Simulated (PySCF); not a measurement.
# Run report: C$_{5}$H$_{12}$Si$_{2}$, NMR shielding calculation

C$_{5}$H$_{12}$Si$_{2}$, computed with GIAO PBE0/pcSseg-1 NMR shielding, non-relativistic, gas phase (PySCF 2.14.0).

The geometry comes from this level: PBE0-D3(BJ)/def2-SVP. It belongs to a series of runs on one base structure; here: H on Si replaced by CH2SiH3. Figures and captions count atoms from 1; the log counts them from 0 in places.

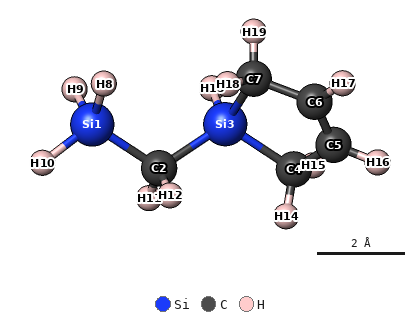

**Figure 1.** The input geometry (ball-and-stick view, seen at a tilt; atoms are numbered from 1 in the order of the input). Bond lengths as drawn: C–C 1.34 to 1.51 Å, C–H 1.10 Å, C–Si 1.88 to 1.90 Å and H–Si 1.50 Å.

**Input**
```
{"job": {"kind": "nmr", "xc": "PBE0", "basis": "pcSseg-1"}, "charge": 0, "multiplicity": 1}
Si     3.004704    -0.290500    -0.317356
C      1.546734     0.880766    -0.125815
Si    -0.107776     0.194798    -0.704397
C     -1.585149     1.336953    -0.335718
C     -2.442848     0.485335     0.563289
C     -2.033756    -0.750072     0.888658
C     -0.722795    -1.262804     0.352326
H      2.757230    -1.559458     0.436664
H      3.206969    -0.637976    -1.758235
H      4.268453     0.319572     0.201805
H      1.768425     1.807473    -0.683629
H      1.449931     1.159764     0.938124
H     -0.009984    -0.155814    -2.157091
H     -1.280632     2.273770     0.164075
H     -2.128715     1.642917    -1.246298
H     -3.391132     0.879900     0.946306
H     -2.641365    -1.386587     1.542268
H     -0.023650    -1.515053     1.169858
H     -0.853646    -2.192929    -0.226921
```

The first line tells a small driver script what to run in PySCF; the rest is the geometry in Å.

Run on 1 CPU thread, shared host.

Launched with:
```bash
OMP_NUM_THREADS=1 python <driver script> task.json out
```

**The program's output**
```
coarse grid: 16120 points
cycle   1  E = -776.1007998497  dE =  4.728e-01  |g| = 4.808e-01  |ddm| = 3.867e+00
cycle   2  E = -776.0820830218  dE =  1.872e-02  |g| = 5.465e-01  |ddm| = 8.841e-01
cycle   3  E = -776.1612122103  dE = -7.913e-02  |g| = 3.892e-02  |ddm| = 5.243e-01
cycle   4  E = -776.1616008084  dE = -3.886e-04  |g| = 1.173e-02  |ddm| = 6.388e-02
cycle   5  E = -776.1616343082  dE = -3.350e-05  |g| = 3.448e-03  |ddm| = 1.907e-02
cycle   6  E = -776.1616372593  dE = -2.951e-06  |g| = 8.902e-04  |ddm| = 4.601e-03
final grid: 144360 points
cycle   7  E = -776.2022929822  dE = -2.324e-05  |g| = 7.399e-03  |ddm| = 2.452e-02
cycle   8  E = -776.2022862390  dE =  6.743e-06  |g| = 8.978e-03  |ddm| = 1.476e-02
cycle   9  E = -776.2023077115  dE = -2.147e-05  |g| = 4.328e-04  |ddm| = 8.244e-03
cycle  10  E = -776.2023077366  dE = -2.517e-08  |g| = 2.694e-04  |ddm| = 6.131e-04
cycle  11  E = -776.2023077547  dE = -1.806e-08  |g| = 6.012e-05  |ddm| = 2.577e-04
cycle  12  E = -776.2023077556  dE = -8.822e-10  |g| = 1.664e-05  |ddm| = 7.314e-05
```

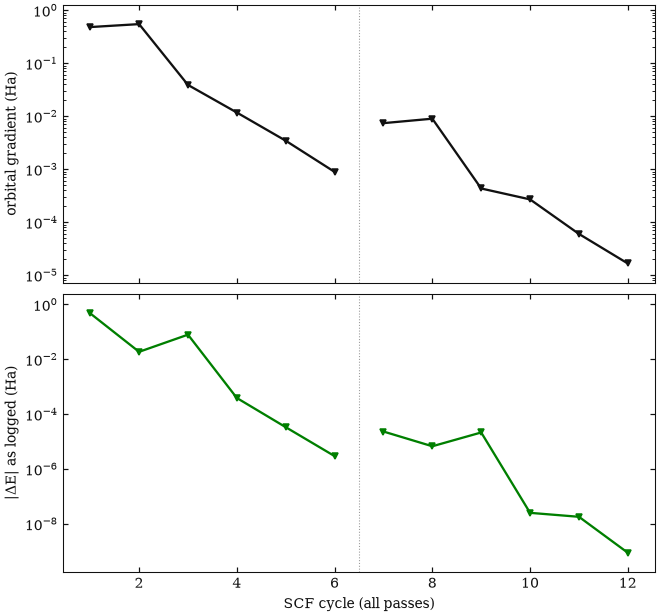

**Figure 2.** Convergence of the self-consistent field: orbital gradient and size of the energy change against the SCF cycle. The dotted line marks the change from a coarse to the final integration grid. The first 6 cycles use a coarse grid, the final grid takes over at cycle 7, and the field converges after 12 cycles in all.

```
converged SCF energy = -776.2023077556

GIAO shielding tensors (ppm)
atom      isotropic    diamagn.    paramagn.     s11        s22        s33       span
  0 Si     421.870     878.625    -456.755    394.439    402.589    468.583     74.144
  1 C      193.888     258.833     -64.946    186.059    196.648    198.956     12.898
  2 Si     351.325     881.707    -530.383    301.849    370.606    381.518     79.669
  3 C      164.734     255.648     -90.913    152.392    157.849    183.962     31.570
  4 C       44.003     255.069    -211.066    -68.344     62.067    138.288    206.633
  5 C       43.536     254.756    -211.220    -68.432     60.898    138.143    206.576
  6 C      166.830     254.727     -87.897    152.103    161.472    186.915     34.811
  7 H       27.375      28.561      -1.185     23.318     26.965     31.842      8.525
  8 H       27.321      27.968      -0.647     23.975     25.541     32.447      8.472
  9 H       27.147      27.222      -0.075     23.538     24.732     33.172      9.634
 10 H       31.306      30.828       0.478     25.529     29.237     39.152     13.623
 11 H       31.551      33.141      -1.591     26.499     29.935     38.217     11.718
 12 H       26.755      30.335      -3.580     23.536     25.005     31.726      8.190
 13 H       29.874      31.784      -1.910     25.568     28.250     35.803     10.235
 14 H       29.528      30.298      -0.770     25.232     26.959     36.392     11.160
 15 H       25.229      29.161      -3.931     22.840     25.624     27.224      4.384
 16 H       25.213      29.464      -4.251     22.788     25.809     27.043      4.256
 17 H       29.843      32.840      -2.998     25.070     28.814     35.643     10.573
 18 H       29.599      31.046      -1.447     25.114     27.348     36.335     11.221
```

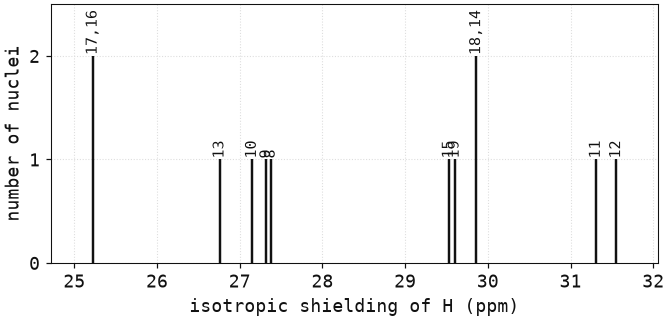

**Figure 3.** Isotropic shieldings of the hydrogen nuclei in this fixed geometry, labelled by atom number; shielding grows to the right, so chemical shift grows to the left. The least shielded is H17 (25.2 ppm), the most shielded H12 (31.6 ppm).

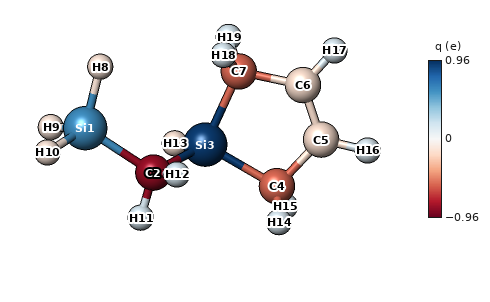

**Figure 4.** IAO charges, as the colour of each atom (ball-and-stick view, seen at a tilt; atoms are numbered from 1 in the order of the input). By element: Si +0.59 to +0.91, C −0.83 to −0.15 and H −0.13 to +0.16 e.

**Results in brief**

```csv
quantity,value
outcome,converged
total energy,−776.202308 hartree
HOMO,−7.04 eV
LUMO,0.53 eV
dipole moment,0.85 D
"isotropic shielding, Si",351.3 to 421.9 ppm
"isotropic shielding, C",43.5 to 193.9 ppm
"isotropic shielding, H",25.2 to 31.6 ppm
wall time,27 s
peak memory,1.2 GiB
```
